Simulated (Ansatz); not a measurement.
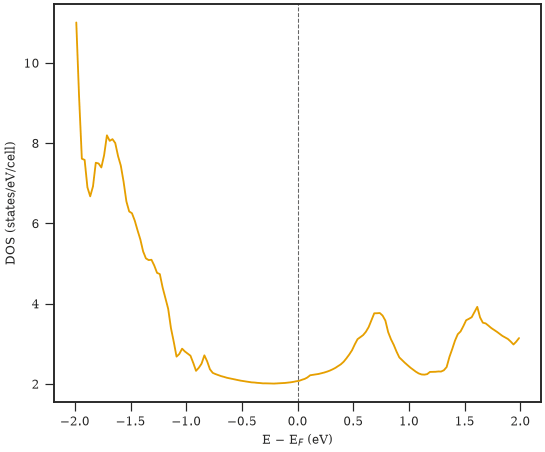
*Density of states of NiSi (Pnma) near the Fermi level, PBEsol, rigid bands (Ansatz, a first-principles code).*

Question: With 8 atoms a cell, what bare Sommerfeld coefficient γ = (π²/3) k_B² N(E_F) follows?

Answer: N(E_F) ≈ 2.1 states/eV a cell at 300 K, so γ ≈ 0.61 mJ/(mol of atoms·K²), before many-body enhancement (phonons, spin fluctuations, correlation).

Question: How far does the Fermi level move in a rigid band for 0.1 electron a cell added or removed?

Answer: 48 meV and -48 meV.

A metal at this level (no band gap); rigid bands, thermally averaged at 300 K, both spins. Spin-orbit coupling is left out. Geometry: cell and atoms relaxed with PBEsol.

Treated as nonmagnetic (a ferromagnetic start lost its moment, other orders weren't tried): NiSi (Pnma).
